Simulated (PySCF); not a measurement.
C4H10O2, SMILES COCCOC at its GFN2-xTB optimised geometry (Å):

```
16

C      0.1889     1.1292    -1.1728
O     -0.1316     0.4294     0.0000
C      0.3486    -0.8932     0.0000
C     -0.1716    -1.6102     1.2399
O     -1.4507    -2.1287     0.9666
C     -2.0658    -2.6938     2.0936
H      1.2760     1.1978    -1.3115
H     -0.2261     2.1287    -1.0622
H     -0.2473     0.6477    -2.0569
H      1.4507    -0.8932     0.0000
H     -0.0031    -1.4312    -0.8919
H      0.5141    -2.4270     1.5175
H     -0.2164    -0.8910     2.0701
H     -1.4770    -3.5311     2.4913
H     -2.2003    -1.9509     2.8897
H     -3.0384    -3.0570     1.7682
```

Method: PBE0/def2-TZVP run with PySCF. Cells within 0.4 Å of a nucleus heavier than hydrogen are left out (blank, or x).

Map of the HOMO−1 amplitude (bohr^(-3/2)) on the plane z = 0.0 Å; orbital energy -7.54 eV, overall sign arbitrary:

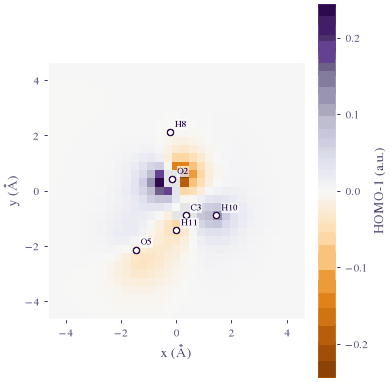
Fig. 1. HOMO−1 amplitude (bohr^(-3/2)) on the plane z = 0.0 Å.
